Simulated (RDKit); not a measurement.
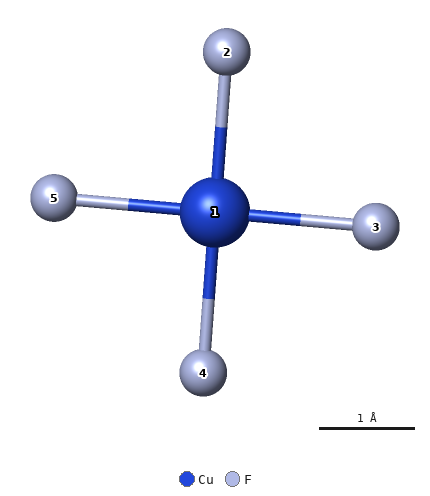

*The input geometry (ball-and-stick view, seen on its broad side; atoms are numbered from 1 in the order of the input). Sticks mark near contacts.*

# Run report: CuF$_{4}$ (charge −1), property calculation

System: CuF$_{4}$, charge −1, SMILES [F][Cu-]([F])([F])[F].
Method: EHT (RDKit 2026.09.1).

The geometry comes from this level: GFN2-xTB.

**The input (run.py)**
```python
# eht eht with RDKit
import json
import numpy as np
from rdkit import Chem
from rdkit.Chem import AllChem
from rdkit.Chem import rdDetermineBonds
from rdkit.Chem import rdEHTTools

m = Chem.MolFromXYZFile("mol.xyz")
symbols = [a.GetSymbol() for a in m.GetAtoms()]
start = m.GetConformer().GetPositions().copy()

m.GetAtomWithIdx(0).SetFormalCharge(-1)  # sets the electron count
ok, res = rdEHTTools.RunMol(m, keepOverlapAndHamiltonianMatrices=True)
if not ok:
    raise RuntimeError("the extended Hueckel run failed")
eps = np.array(res.GetOrbitalEnergies())
nel = res.numElectrons
homo = (nel + 1) // 2 - 1
print(f"{res.numOrbitals} orbitals, {nel} valence electrons, sum of one-electron energies {res.totalEnergy:.4f} eV")
for i in range(max(0, homo - 5), min(len(eps), homo + 4)):
    print(f"{i + 1:4d} {eps[i]:10.4f} eV", "(HOMO)" if i == homo else "(LUMO)" if i == homo + 1 else "")
q = np.array(res.GetAtomicCharges())
print("Mulliken charges:", " ".join(f"{a}{i + 1}={c:+.3f}" for i, (a, c) in enumerate(zip(symbols, q))))
op = res.GetReducedOverlapPopulationMatrix()
pairs = [(k, i, op[i * (i + 1) // 2 + k]) for i in range(len(symbols)) for k in range(i) if abs(op[i * (i + 1) // 2 + k]) > 0.1]
print("reduced overlap populations above 0.1")
for k, i, p in pairs:
    print(f"  {symbols[k]}{k + 1}-{symbols[i]}{i + 1} {p:7.3f}")
json.dump(dict(symbols=symbols, start=start.tolist(), energy=res.totalEnergy * 23.060548, homo=eps[homo], lumo=eps[homo + 1] if homo + 1 < len(eps) else None, orbital_energies=eps.round(4).tolist(), charges_mulliken=q.tolist(), bond_orders=[[k + 1, i + 1, round(p, 4)] for k, i, p in pairs], nel=nel), open("results.json", "w"))
```

**File mol.xyz**
```
5

Cu    -0.000070     0.000020     0.000110
F      1.709960    -0.024440     0.004380
F      0.024480     1.709950     0.007330
F     -1.709960     0.024470    -0.004370
F     -0.024400    -1.710000    -0.007450
```

Launched with:
```bash
python run.py
```

**Log**
```
25 orbitals, 40 valence electrons, sum of one-electron energies -870.5923 eV
  15   -17.9229 eV
  16   -17.8217 eV
  17   -13.8007 eV
  18   -13.6896 eV
  19   -13.6896 eV
  20   -13.4365 eV (HOMO)
  21   -10.0385 eV (LUMO)
  22    -5.1651 eV
  23     6.8819 eV
Mulliken charges: Cu1=+2.021 F2=-0.755 F3=-0.755 F4=-0.755 F5=-0.755
reduced overlap populations above 0.1
  Cu1-F2   0.287
  Cu1-F3   0.287
  Cu1-F4   0.287
  Cu1-F5   0.287
```

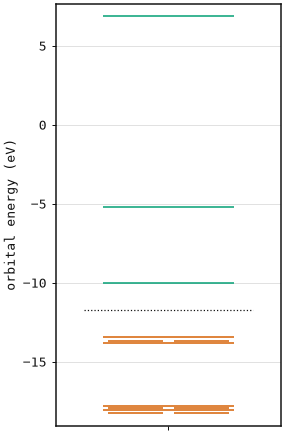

*Orbital energies near the frontier; the dotted line parts filled from empty levels, and levels within 0.02 eV of each other stand side by side.*

Highest filled −13.44 eV, lowest empty −10.04 eV, 3.40 eV apart.

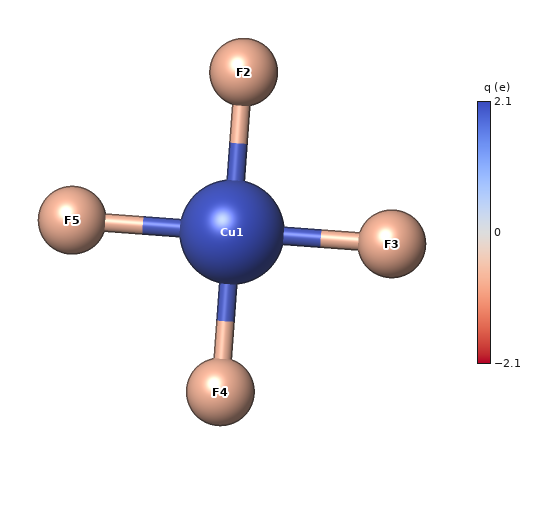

*Mulliken charges, as the colour of each atom (ball-and-stick view, seen on its broad side; atoms are numbered from 1 in the order of the input).*

By element: Cu +2.02 and F −0.76 e.

**Results in brief**

| quantity | value |
| --- | --- |
| outcome | converged |
| total energy | −31.993675 hartree |
| HOMO | −13.44 eV |
| LUMO | −10.04 eV |
| hardware | 1 thread of Arm Neoverse V1, 24 GiB of memory available, shared host |
| peak memory | 0.073 GiB |
